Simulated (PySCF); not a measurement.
**C5H7ClN2Si: density, localisation and related maps**

The calculation's input:

```
{"job": {"kind": "nmr", "xc": "PBE0", "basis": "pcSseg-1"}, "charge": 0, "multiplicity": 1}
C     -2.581693     1.021992     0.631466
C     -1.526276     0.746224    -0.113543
C     -1.175957    -0.613344    -0.606774
Si     0.261887    -1.385562     0.386121
Cl     0.684782    -3.239313    -0.274967
N      1.635690    -0.470084    -0.092018
C      2.428509     0.331759     0.458428
C      3.456189     0.973782    -0.288321
N      4.289973     1.505517    -0.866438
H     -2.795153     2.019321     0.975069
H     -3.284026     0.256831     0.920126
H     -0.833555     1.531521    -0.388801
H     -2.042232    -1.270720    -0.529767
H     -0.888856    -0.560310    -1.658208
H     -0.049414    -1.445351     1.813809
H      2.412532     0.606681     1.521463
```

Run with:

```sh
OMP_NUM_THREADS=1 python probes_run.py task.json out
```

Geometry: GFN2-xTB.

All numbers below come from PBE0/pcSseg-1, SCF density, gas phase, non-relativistic in PySCF.

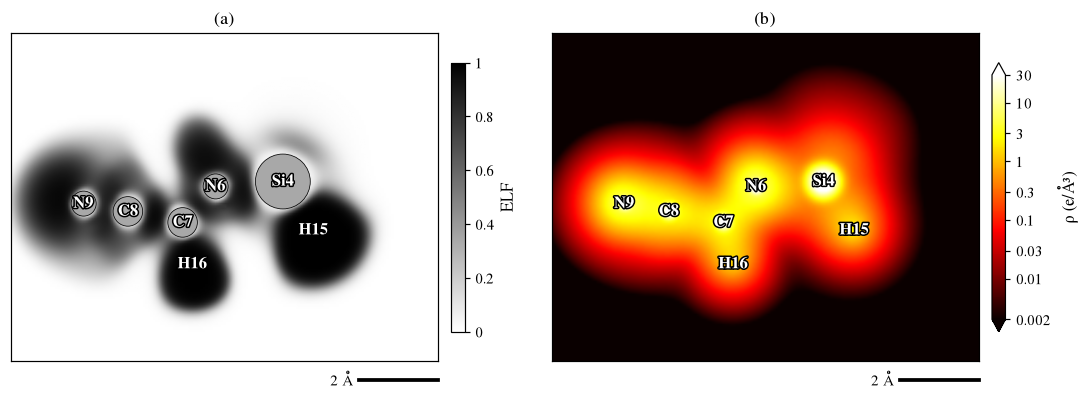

Figure 1. (a) electron localisation function; (b) total electron density on the plane of atoms N6, Si4 and H15. Grey discs cover the atomic cores in the ELF map.

Q: Read the bonding off the picture.

A: Atoms in the plane: Si, N, C and H. C–N (1.15 Å): ρ at the midpoint is about 3.6 e/Å³; the ELF peaks at about 0.85 between the atoms; a multiple bond. Si–N (1.72 Å): ρ is about 1.1 e/Å³ halfway; the ELF peaks at about 0.90 between the atoms, as expected for a polar covalent bond. C–H (1.10 Å): ρ is about 2 e/Å³ halfway; the ELF climbs to about 1 towards the hydrogen, as it does in any bond to H (a covalent bond by its length). C–N (1.25 Å): ρ at the midpoint is about 2.8 e/Å³; the ELF peaks at about 0.90 between the atoms (a short, multiple covalent bond). The ELF also peaks beside N9 and N6, away from the bonds: lone-pair regions.

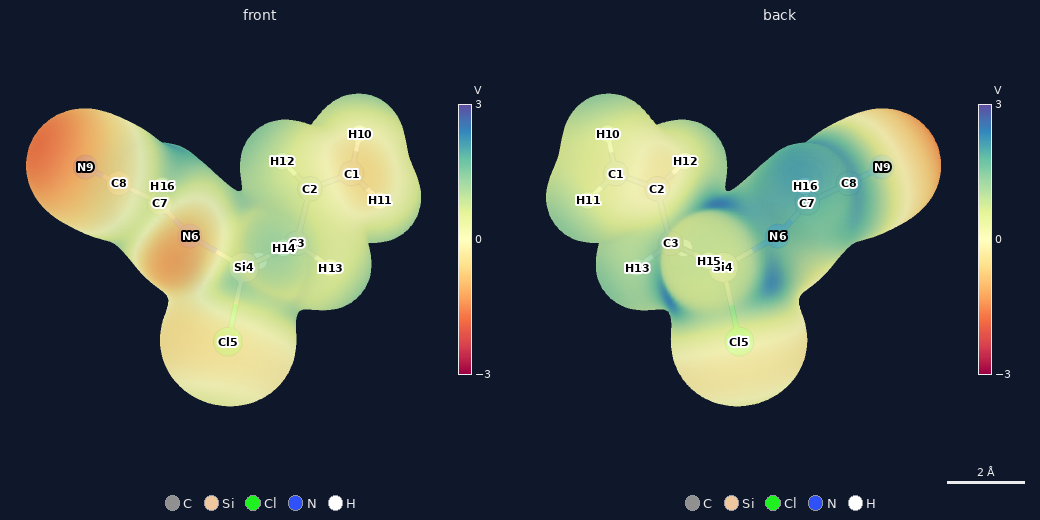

Figure 2. The molecular electrostatic potential painted on the density surface at 0.004 e/bohr³, seen from the front and from behind; the colour scale runs from red (negative) to blue (positive).

Q: Which sites attract a positive test charge, and which a negative one?

A: A positive charge is drawn to the negative regions and a negative charge to the positive ones. The most negative region (about −1.7 V) lies over N9, the most positive (about +2.3 V) over Si4. Cl5 shows a σ-hole: about +0.4 V at the tip opposite its bond, against about −0.2 V on its flanks. N9 is the likeliest acceptor of a hydrogen bond.

Q: How polar is the molecule by this calculation?

A: Its dipole moment is 3.82 D.
